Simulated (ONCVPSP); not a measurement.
ONCVPSP 4.0.1 input (lines: element, Z, core and valence counts, functional; n l f; lmax; l rc ep ncon nbas qcut; lloc lpopt rc5 dvloc0; l nproj debl; icmod fcfact rcfact), PBE, scalar-relativistic:

```
  I 53.00    6    5        4      upf
    1    0    2.00
    2    0    2.00
    2    1    6.00
    3    0    2.00
    3    1    6.00
    3    2   10.00
    4    0    2.00
    4    1    6.00
    4    2   10.00
    5    0    2.00
    5    1    3.00
    2
    0    1.35    0.00    4    9   11.30
    1    1.20    0.00    4    7    9.60
    2    1.10    0.00    3    8   11.50
    2    5    1.10    0.00
    0    2    0.60
    1    2    4.00
    2    0    1.30
    1    0.55    0.00
```

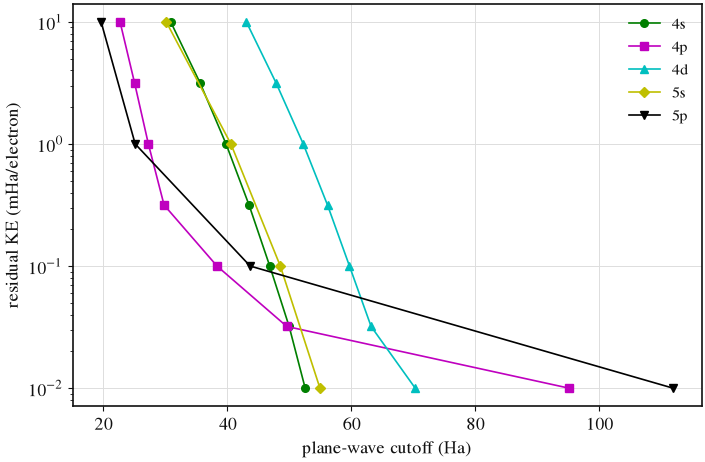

Residual kinetic energy of the pseudo-waves (the first of each channel, and further valence shells) beyond the plane-wave cutoff, as the generator prints it.

Which cutoffs does the potential need for its occupied states?

52 Ha for 1 mHa and 60 Ha for 0.1 mHa per electron. The first is set by 4d.

Which wave is the hardest at 1 mHa per electron, and which settings govern it?

4d, with rc = 1.10 bohr and qcut = 11.5 1/bohr. The optimisation minimises, but can't always remove, the kinetic energy above qcut²/2 = 66.1 Ha, and a larger rc would as a rule soften the wave at some cost in transferability.

Read the cutoffs for an error of 1 mHa per electron.

4d: 52 Ha; 5s: 41 Ha; 4s: 40 Ha; 4p: 27 Ha; 5p: 25 Ha.
